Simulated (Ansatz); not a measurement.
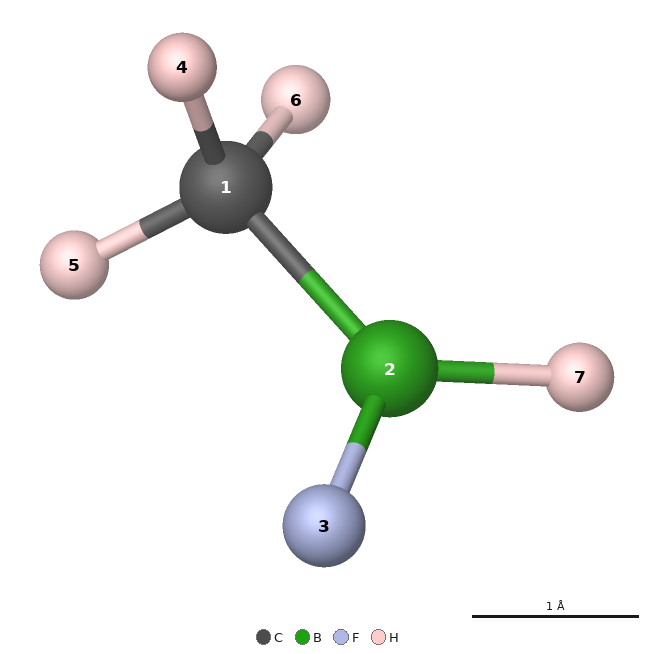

Simulated data, not a measurement (program: Ansatz).

Orthographic view with a scale bar. Geometry: moved along internal coordinates away from the minimum.

Reconstruct the coordinates (Å) as seen: x to the right, y up, z towards the viewer, origin at the mean of the atomic positions.

```xyz
7
CH4BF
C   -0.42   0.50  -0.21
B    0.57  -0.60   0.27
F    0.17  -1.55   1.11
H   -0.69   1.23   0.56
H   -1.34   0.03  -0.58
H    0.00   1.03  -1.07
H    1.72  -0.65  -0.08
```
